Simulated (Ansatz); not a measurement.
The parent structure is SiS2 (space group I-42d, No. 122; a = 5.5559 Å, c = 8.6945 Å). Axes: x, y, z lie along a, b, c of the conventional cell.

One thing is altered: compressive biaxial strain of 1.06 % in the plane normal to [001], as in epitaxy on a mismatched substrate; the out-of-plane cell vector and the atoms relax.

Calculations: DFT with r2SCAN, PAW potentials and a 500 eV plane-wave cutoff in Ansatz (a first-principles code), without spin-orbit coupling, earlier PAW set.

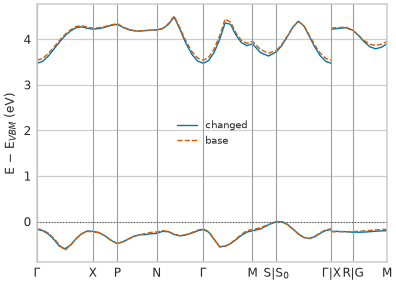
Fig. 1. Highest valence and lowest conduction band along the path, each from its own valence-band maximum

Question: From the figure, how large is the changed gap, and is it direct?

Answer: About 3.5 eV, indirect, S₀ → Γ.

Whether these cells are dynamically stable was not tested.
